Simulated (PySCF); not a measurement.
# HfO(OH)2: relaxation and vibrations of the singlet

The task is one start of a wider search on HfO(OH)2: the singlet, from a trigonal pyramidal start. It is relaxed, tested by its Hessian and followed downhill if it is a saddle.

The runs use PySCF 2.14.0; PBE0, basis Hf def2-TZVP with ECP60, O def2-TZVP, H def2-TZVP, scalar-relativistic core potentials, no spin–orbit coupling, density fitting.

### Step 1. The system as given

6 atoms, charge 0, spin multiplicity 1.

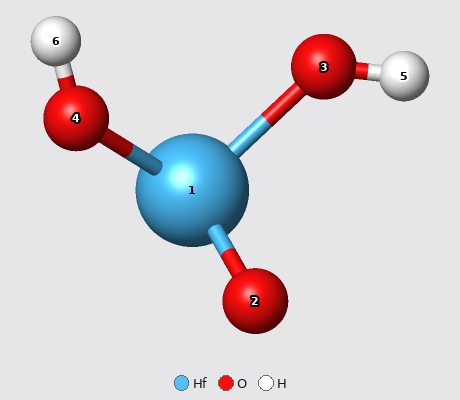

As it starts; hafnium blue, oxygen red, hydrogen white; atoms are numbered from 1 in the order of the file.

```xyz
6
charge 0 multiplicity 1
Hf    0.0000    0.0000    0.0000
O     1.6335    0.0000    0.8685
O    -0.9492    1.6440    1.0094
O    -0.9492   -1.6440    1.0094
H    -0.5847    2.4836    1.2991
H    -1.8585   -1.7482    1.2991
```

### Step 2. First SCF at the start

One driver script runs all steps and calls PySCF; scf.py shows how it sets up the SCF of each step. The optimiser is the driver's own. After this first run the driver tries any further starts and a stability analysis.

scf.py reads:

```python
from pyscf import gto, scf, dft
mol = gto.M(atom='''
Hf     0.000000     0.000000     0.000000
O      1.633500     0.000000     0.868500
O     -0.949200     1.644000     1.009400
O     -0.949200    -1.644000     1.009400
H     -0.584700     2.483600     1.299100
H     -1.858500    -1.748200     1.299100''',
    basis={'Hf': 'def2-TZVP', 'O': 'def2-TZVP', 'H': 'def2-TZVP'},
    ecp={'Hf': 'def2-TZVP'},
    charge=0, spin=0)
mf = dft.RKS(mol, xc='PBE0')
mf.grids.atom_grid = (50, 194)
aux = {'Hf': 'def2-universal-JKFIT', 'O': 'def2-universal-JKFIT', 'H': 'def2-universal-JKFIT'}
mf = mf.density_fit(auxbasis=aux)
mf.conv_tol = 1e-08
mf.diis_space = 10
mf.max_cycle = 60
mf.init_guess = 'minao'
mf.verbose = 4
mf.kernel()
```

The run is started by

```
$ OMP_NUM_THREADS=4 python axn.py task.json out
```

Log (excerpt; [...] marks lines left out):

```text
[... the frontier levels of the middle cycles are left out ...]
init E= -255.597111413703
  HOMO = -0.546247807237059  LUMO = -0.280687308185456  gap/eV = 7.22627
cycle= 1 E= -274.345962746976  delta_E= -18.7  |g|= 1.57  |ddm|= 6.92
  HOMO = -0.0796236416041364  LUMO = -0.0641584271854877  gap/eV = 0.42083
cycle= 2 E= -265.994884679545  delta_E= 8.35  |g|= 5.53  |ddm|= 3.84
  HOMO = -0.234839466189557  LUMO = -0.0500587442305189  gap/eV = 5.02814
cycle= 3 E= -274.716344047721  delta_E= -8.72  |g|= 0.695  |ddm|= 3.59
cycle= 4 E= -274.683616388095  delta_E= 0.0327  |g|= 0.89  |ddm|= 0.892
cycle= 5 E= -274.829866632874  delta_E= -0.146  |g|= 0.182  |ddm|= 0.43
cycle= 6 E= -274.834830157262  delta_E= -0.00496  |g|= 0.119  |ddm|= 0.137
cycle= 7 E= -274.837175553944  delta_E= -0.00235  |g|= 0.0546  |ddm|= 0.0475
cycle= 8 E= -274.837735585505  delta_E= -0.00056  |g|= 0.0123  |ddm|= 0.0254
cycle= 9 E= -274.837766157865  delta_E= -3.06e-05  |g|= 0.0013  |ddm|= 0.0071
cycle= 10 E= -274.83776651785  delta_E= -3.6e-07  |g|= 0.000315  |ddm|= 0.00098
cycle= 11 E= -274.837766539397  delta_E= -2.15e-08  |g|= 7.85e-05  |ddm|= 0.000198
cycle= 12 E= -274.837766540939  delta_E= -1.54e-09  |g|= 1.38e-05  |ddm|= 6.49e-05
  HOMO = -0.279633804650954  LUMO = -0.118461041145807  gap/eV = 4.38573
Extra cycle  E= -274.837766540828  delta_E= 1.12e-10  |g|= 3.11e-05  |ddm|= 2.56e-05
converged SCF energy = -274.837766540828
```

This step, with its further starts and checks, needed 14 s of wall time on 4 threads of Arm Neoverse V1, shared host.

The starts that the driver tried:

```
                      start  energy (Eh)
    the minimal-basis guess  -274.837767
a thermally smeared density  -274.837767
      a smeared PBE density  -274.837767
```

No lower closed-shell solution turned up from the other starts or in the test of internal stability.

### Step 3. Trigonal pyramidal start, singlet: relaxation

The program finds C1 symmetry in the start. The walk stops when the largest gradient is under 0.0003 Eh/bohr and the energy has settled too.

Changes to scf.py since step 2:

```diff
@@ -3,6 +3,6 @@
-Hf     0.000000     0.000000     0.000000
-O      1.633500     0.000000     0.868500
-O     -0.949200     1.644000     1.009400
-O     -0.949200    -1.644000     1.009400
-H     -0.584700     2.483600     1.299100
-H     -1.858500    -1.748200     1.299100''',
+Hf     0.029134    -0.003223    -0.212226
+O      1.662634    -0.003223     0.656274
+O     -0.920066     1.640777     0.797174
+O     -0.920066    -1.647223     0.797174
+H     -0.555566     2.480377     1.086874
+H     -1.829366    -1.751423     1.086874''',
@@ -19 +18,0 @@
-mf.init_guess = 'minao'
```

The optimiser's trace (not every step is listed):

```
step  energy (Eh)  change (kJ/mol)  largest gradient (Eh/bohr)
   0  -274.837767             0.00                     0.13417
   1  -274.877472          -104.25                     0.04117
   2  -274.885960          -126.53                     0.00728
   3  -274.886489          -127.92                     0.01119
   4  -274.886913          -129.03                     0.00361
   5  -274.887125          -129.59                     0.00396
   6  -274.887312          -130.08                     0.00279
   7  -274.887457          -130.46                     0.00500
   8  -274.887608          -130.86                     0.00575
   9  -274.887781          -131.31                     0.00487
  10  -274.887861          -131.52                     0.00274
  12  -274.888153          -132.29                     0.00371
  14  -274.888371          -132.86                     0.00727
  16  -274.889081          -134.73                     0.00886
  18  -274.889670          -136.27                     0.01228
  20  -274.890550          -138.58                     0.00492
  22  -274.891303          -140.56                     0.00528
  24  -274.891729          -141.68                     0.00660
  26  -274.892022          -142.45                     0.00254
  27  -274.892098          -142.65                     0.00268
  28  -274.892127          -142.72                     0.00122
  29  -274.892133          -142.74                     0.00051
  30  -274.892135          -142.74                     0.00031
  31  -274.892136          -142.75                     0.00027
```

The walk took 1.7 min.

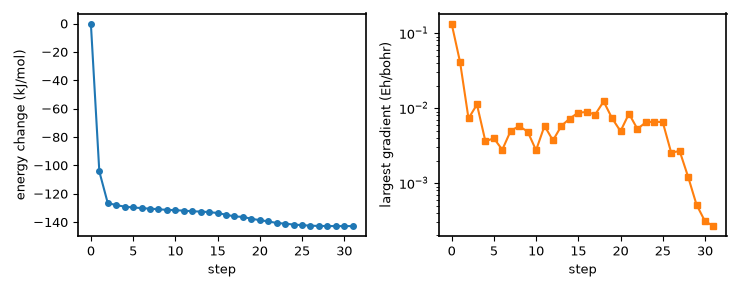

How energy and gradient fall.

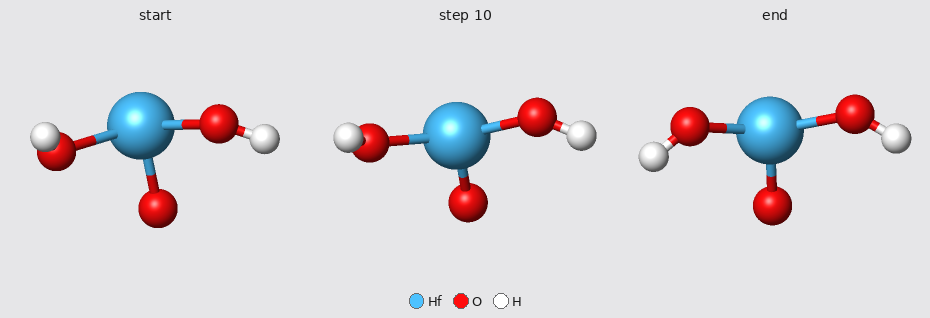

Start and end of the relaxation, with a step between.

End point (Cs, 31 steps, 142.7 kJ/mol gained): Hf–O 1.766 Å, Hf–O 1.962 Å (×2), O–H 0.956 Å (×2); H–O–Hf 134.0° (×2), O–Hf–O 111.6° (×2), O–Hf–O 114.3°.

### Step 4. Is it a minimum? Harmonic modes

On the finer grid the gradient is checked again; gradients at displacements of ±0.02 bohr then give force constants and infrared intensities.

Changes to scf.py since step 3:

```diff
@@ -3,6 +3,6 @@
-Hf     0.029134    -0.003223    -0.212226
-O      1.662634    -0.003223     0.656274
-O     -0.920066     1.640777     0.797174
-O     -0.920066    -1.647223     0.797174
-H     -0.555566     2.480377     1.086874
-H     -1.829366    -1.751423     1.086874''',
+Hf     0.023663    -0.005246    -0.118862
+O      1.655558    -0.275070     0.499980
+O     -0.637515     1.784279     0.341256
+O     -1.188077    -1.467737     0.375168
+H     -0.281598     2.513969     0.845668
+H     -1.090422    -2.263531     0.895489''',
@@ -13 +13 @@
-mf.grids.atom_grid = (50, 194)
+mf.grids.atom_grid = (75, 302)
@@ -16 +16 @@
-mf.conv_tol = 1e-08
+mf.conv_tol = 1e-10
```

The driver hands on the density of the step before, so the log starts near convergence.

Log of the central SCF (cycles and frontier levels):

```text
init E= -274.89219979692
  HOMO = -0.290593908314036  LUMO = -0.0960797802128965  gap/eV = 5.29300
cycle= 1 E= -274.892199796918  delta_E= 2.05e-12  |g|= 1.56e-06  |ddm|= 1.26e-06
  HOMO = -0.290593564576953  LUMO = -0.0960799697716936  gap/eV = 5.29298
Extra cycle  E= -274.892199796916  delta_E= 2.05e-12  |g|= 4.17e-06  |ddm|= 2.84e-06
converged SCF energy = -274.892199796916
```

The whole step took 88 s.

Geometry: Cs; Hf–O 1.766 Å, Hf–O 1.962 Å (×2), O–H 0.956 Å (×2); H–O–Hf 134.0° (×2), O–Hf–O 111.6° (×2), O–Hf–O 114.4°.

Modes, for the most abundant isotopes:

| symmetry | ω (cm⁻¹) | IR (km/mol) | μ (u) |
| --- | --- | --- | --- |
| a' | 110 | 23.6 | 5.26 |
| a' | 176 | 3.8 | 5.45 |
| a'' | 202 | 28.4 | 3.96 |
| a' | 402 | 282 | 1.17 |
| a'' | 415 | 0.0 | 1.35 |
| a'' | 496 | 171 | 1.29 |
| a' | 519 | 169 | 1.29 |
| a'' | 651 | 132 | 5.17 |
| a' | 657 | 61.0 | 6.16 |
| a' | 923 | 165 | 16.85 |
| a'' | 3955 | 219 | 1.07 |
| a' | 3958 | 51.1 | 1.07 |

μ is the mass of the mode for normalised Cartesian displacements, not the reduced mass of the usual diatomic formula.

Every mode is real; the point is a minimum.

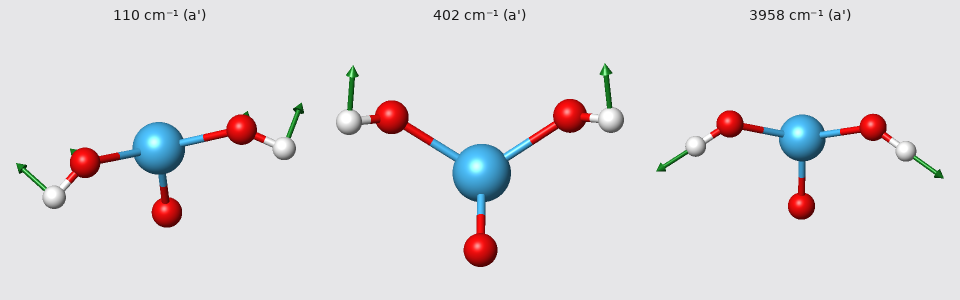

How the atoms move in 3 of the modes.

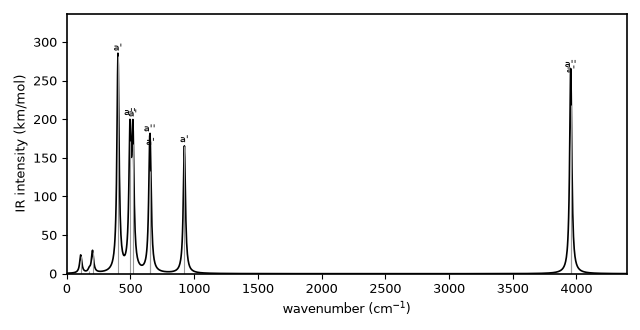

The harmonic infrared spectrum (widths in cm⁻¹). Lines are broadened to a width of 20 cm⁻¹ (Lorentzian).

Properties at this point:

```
Dipole moment                                                   : 3.47 D
Highest occupied level                                          : -7.91 eV
Lowest empty level                                              : -2.61 eV
Rotational constants                                            : 0.1966, 0.1519, 0.09775 cm⁻¹
Zero-point energy                                               : 74.5 kJ/mol
Principal polarisabilities                                      : 31.6, 47.7, 48.2 bohr³
Atomisation energy without zero-point energy                    : 2604 kJ/mol
Principal traceless quadrupole moments about the centre of mass : -18.55, 7.69, 10.85 D Å
Entropy at 298.15 K and 1 bar                                   : 333.9 J/(mol K)
Heat capacity Cp at 298.15 K                                    : 89.0 J/(mol K)
Enthalpy at 298.15 K above 0 K                                  : 18.39 kJ/mol
Rotational symmetry number                                      : 1
```

Populations by atom (charges in e):

```tsv
atom	Mulliken	Löwdin	polar tensor	Mayer order to Hf1
Hf1	1.39	0.75	2.29	–
O2	-0.61	-0.39	-0.99	2.12
O3,4	-0.72	-0.34	-0.96	1.00
H5,6	0.33	0.16	0.31	0.02
```

Mulliken populations on Hf1 (outside its core potential): s 2.22, p 6.28, d 1.96, f 0.15.

### Step 5. Would spin polarisation lower it?

At the lowest minimum the closed shell is tested against spin polarisation, on the (50, 194) grid. It is stable.

### Step 6. What came out

| quantity | value |
| --- | --- |
| minimum | singlet, Cs |
| geometry | Hf–O 1.766 Å, Hf–O 1.962 Å (×2), O–H 0.956 Å (×2); H–O–Hf 134.0° (×2), O–Hf–O 111.6° (×2), O–Hf–O 114.4° |
| wavenumbers (cm⁻¹) | 110 (a'), 176 (a'), 202 (a''), 402 (a'), 415 (a''), 496 (a''), 519 (a'), 651 (a''), 657 (a'), 923 (a'), 3955 (a''), 3958 (a') |
| dipole moment | 3.47 D |
| highest occupied, lowest empty level | -7.91, -2.61 eV |
| polar-tensor charge of Hf1 | +2.29 e |
| zero-point energy | 74.5 kJ/mol |
| entropy at 298.15 K | 333.9 J/(mol K) |
| atomisation energy (no zero-point energy) | 2604 kJ/mol |

The trigonal pyramidal start (C1) ends in a minimum of Cs symmetry. The strongest infrared band lies at 402 cm⁻¹ (a'). Only this shape and spin were tried, so other structures or states may lie lower. Spin–orbit coupling, left out here, can matter for elements this heavy.

The search up to here needed 3.5 min of wall time on 4 threads of Arm Neoverse V1, shared host.
